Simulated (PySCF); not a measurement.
Molecule: C3H3F5, SMILES FC(F)CC(F)(F)F. Atoms near the plane z = 0.0 Å, at the B3LYP/def2-SVP optimised geometry (x, y, z in Å): F1 (-1.7, 1.8, 0.3), C2 (-1.4, 0.5, 0.2), F3 (-2.0, -0.1, -0.9), C4 (0.1, 0.4, 0.0), C5 (0.7, -1.1, 0.0), F6 (0.3, -1.8, -1.1), F7 (2.0, -1.1, 0.0), F8 (0.3, -1.7, 1.1), H9 (-1.7, -0.1, 1.1), H10 (0.4, 0.8, -1.0), H11 (0.6, 0.9, 0.8).

Level of theory: PySCF with B3LYP/def2-TZVP. Cells within 0.4 Å of a nucleus heavier than hydrogen are left out (blank, or x). The values are rescaled to run from 0 to 1.

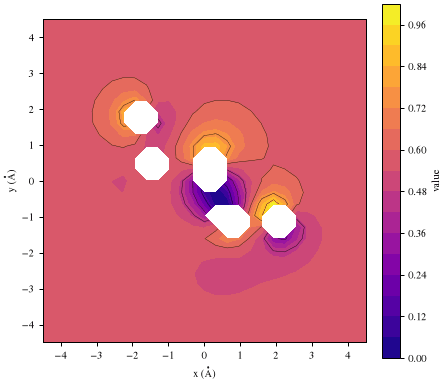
Figure. a field on the plane z = 0.0 Å.

Question: Which quantity is mapped?
(A) Laplacian of the electron density
(B) deformation density (molecule minus spherical neutral atoms)
(C) an orbital amplitude
(D) electrostatic potential

Answer: C, an orbital amplitude. In full: HOMO−1 amplitude (bohr^(-3/2)).
